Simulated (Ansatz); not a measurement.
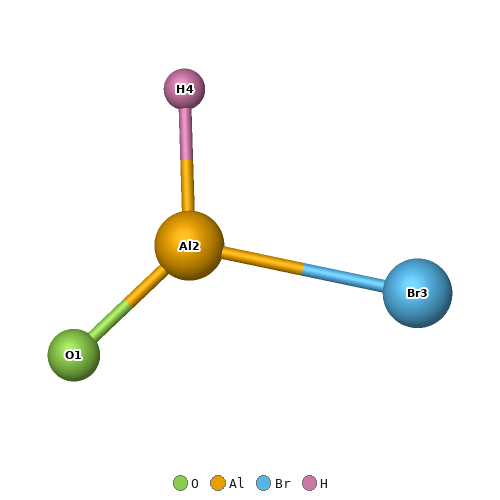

The system is AlBrHO, SMILES [O-][AlH][Br], charge −1; the picture shows the reference structure. 
- Coordinates scanned: (1) bond length Al2–Br3; (2) angle Br3–Al2–O1.
- Nothing is relaxed (all other coordinates rigid).
- The grid has 15 × 15 points.
- Energies: kcal/mol, counted from the lowest grid point.
- The reference is spin-restricted, which grows unreliable where a bond is stretched far.
- Method: RKS BHLYP-D4/def2-TZVPD in Ansatz 0.2.0.

Its coordinates:

```xyz
4

O    -1.6422    0.1189   -0.4912
Al   -0.0937    0.1808   -0.0580
Br    1.1867   -1.6989    0.6320
H     0.9241    1.3990    0.0246
```

Range: bond length Al2–Br3 from 1.949 to 3.565 Å; angle Br3–Al2–O1 from 79.5 to 169.5°.

Question: Predict the map.

Answer: The lowest grid point is at bond length Al2–Br3 = 2.411 Å, angle Br3–Al2–O1 = 124.5°. No other kind of well shows on this grid. The highest grid point, bond length Al2–Br3 = 1.949 Å, angle Br3–Al2–O1 = 169.5°, lies 108.3 kcal/mol above the lowest. Round the minimum the two coordinates are weakly coupled (coupling −0.07 in units of the two stiffnesses).

```tsv
angle Br3–Al2–O1 ↓, bond length Al2–Br3 →	1.949	2.064	2.180	2.295	2.411	2.526	2.642	2.757	2.872	2.988	3.103	3.219	3.334	3.450	3.565
169.5	108.3	82.3	65.0	53.8	46.6	42.2	39.5	38.2	37.7	37.9	38.5	39.6	40.8	42.1	43.5
163.1	84.7	60.9	45.9	37.0	31.9	29.4	28.6	28.9	29.8	31.2	32.8	34.7	36.6	38.6	40.4
156.6	66.8	44.7	31.5	24.2	20.7	19.6	20.1	21.6	23.5	25.7	28.2	30.7	33.2	35.6	37.8
150.2	54.0	33.1	21.1	15.0	12.6	12.5	13.9	16.1	18.8	21.7	24.7	27.7	30.5	33.3	35.8
143.8	44.8	24.9	13.7	8.4	6.8	7.4	9.4	12.2	15.4	18.7	22.1	25.5	28.6	31.6	34.4
137.3	38.5	19.3	8.7	4.0	2.9	4.0	6.5	9.6	13.1	16.8	20.5	24.1	27.4	30.6	33.6
130.9	34.8	16.0	5.9	1.5	0.7	2.1	4.9	8.3	12.0	15.9	19.7	23.5	27.0	30.3	33.3
124.5	33.2	14.7	4.8	0.6	0.0	1.6	4.5	8.1	12.0	15.9	19.8	23.7	27.2	30.6	33.7
118.1	33.6	15.2	5.3	1.3	0.7	2.4	5.4	9.0	12.9	16.9	20.8	24.6	28.2	31.6	34.6
111.6	36.0	17.5	7.6	3.5	2.9	4.5	7.4	11.0	14.8	18.8	22.6	26.4	29.9	33.2	36.2
105.2	40.3	21.6	11.5	7.2	6.4	7.9	10.6	14.1	17.7	21.5	25.3	28.9	32.3	35.5	38.4
98.8	46.9	27.7	17.2	12.5	11.5	12.6	15.1	18.3	21.7	25.3	28.8	32.2	35.4	38.4	41.2
92.3	56.4	36.4	25.3	20.0	18.3	19.0	21.0	23.8	26.8	30.1	33.3	36.4	39.3	42.1	44.6
85.9	69.3	48.1	35.9	29.7	27.2	27.1	28.5	30.6	33.1	35.9	38.6	41.4	43.9	46.4	48.6
79.5	86.8	63.9	50.1	42.5	38.7	37.5	37.9	39.2	40.9	42.9	45.1	47.2	49.3	51.3	53.2
```

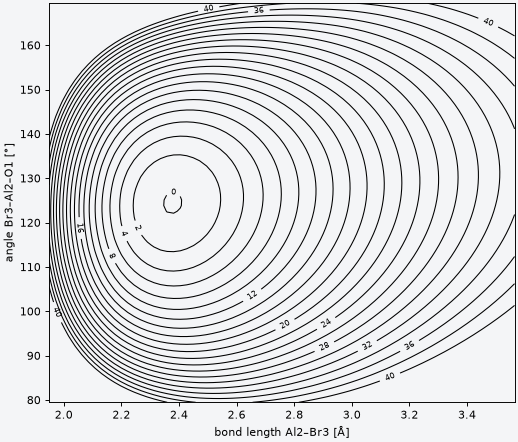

In the figure: contour lines labelled in kcal/mol (none above 40). Between grid points the surface is interpolated.

Time for the 225 points that were run: 26 min on 1 thread of Arm Neoverse V2 (shared host).
